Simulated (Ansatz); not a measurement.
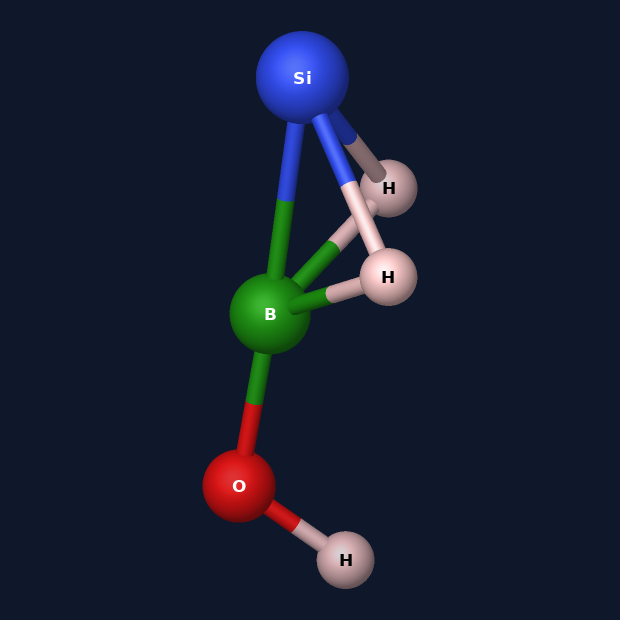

Every bond is drawn as one stick, whatever its order.

Computed geometry: PBE0-D4/def2-TZVP optimisation. No frequency run is at hand to confirm it as a minimum.

Count the atoms of each element.

Answer. BH3OSi, 6 atoms: 1 boron, 3 hydrogen, 1 oxygen and 1 silicon.

Give the symmetry (Schoenflies symbol).

Answer. Cs.

Count the bonded pairs by element.

Answer. 2 Si–H, 2 B–H, 1 B–O, 1 B–Si, 1 O–H. Sticks follow a distance rule.

How many sets of symmetry-equivalent atoms are there?

Answer. 5: 1 O, 1 B, 1 Si, 2 H, 1 H.

The parts below concern this one geometry. Atoms keep their numbers from picture to picture.

**Shape**

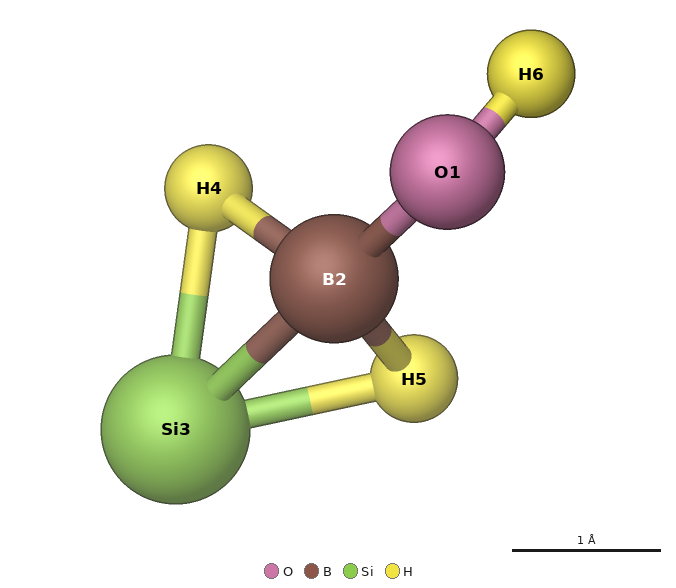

No frequency run is at hand to confirm it as a minimum.

Give these bond angles: B2–O1–H6, O1–B2–Si3, O1–B2–H4, Si3–B2–H4, H4–B2–H5, B2–Si3–H4, H4–Si3–H5, B2–H4–Si3.

| angle | degrees |
| --- | --- |
| B2–O1–H6 | 116.8 |
| O1–B2–Si3 | 177.7 |
| O1–B2–H4 | 122.2 |
| Si3–B2–H4 | 59.3 |
| H4–B2–H5 | 83.7 |
| B2–Si3–H4 | 47.9 |
| H4–Si3–H5 | 70.3 |
| B2–H4–Si3 | 72.8 |

**Electronic properties**

No frequency run is at hand to confirm it as a minimum. Level of theory: RKS PBE0-D4/def2-TZVPP (Ansatz 0.2.0).

What does the calculation give?

- HOMO energy (Kohn–Sham orbital): −6.71 eV
- LUMO energy (Kohn–Sham orbital): −0.65 eV
- HOMO–LUMO gap: 6.05 eV

**Charges**

The questions are on Mulliken charges. No frequency run is at hand to confirm it as a minimum. Method: RKS PBE0-D4/def2-TZVP (Ansatz 0.2.0).

List the Mulliken charges.

```csv
atom,value (e)
O1,−0.41
B2,0.06
Si3,−0.16
H4,0.09
H5,0.09
H6,0.34
```

**Dipole moment**

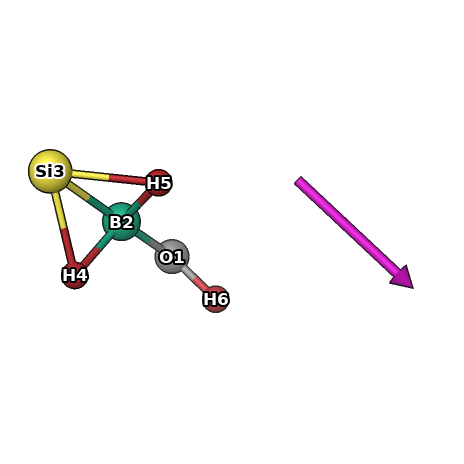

The arrow beside the molecule shows the direction of the dipole moment, from the negative to the positive end (its length means nothing). No frequency run is at hand to confirm it as a minimum. Method: RKS PBE0-D4/def2-TZVP (Ansatz 0.2.0).

Estimate the dipole moment.

Answer. 1.81 D; it points from the side of Si3 to the side of H6 (the outermost atoms at the two ends).

Mulliken values depend strongly on the basis set and can even reverse the polarity of a bond.
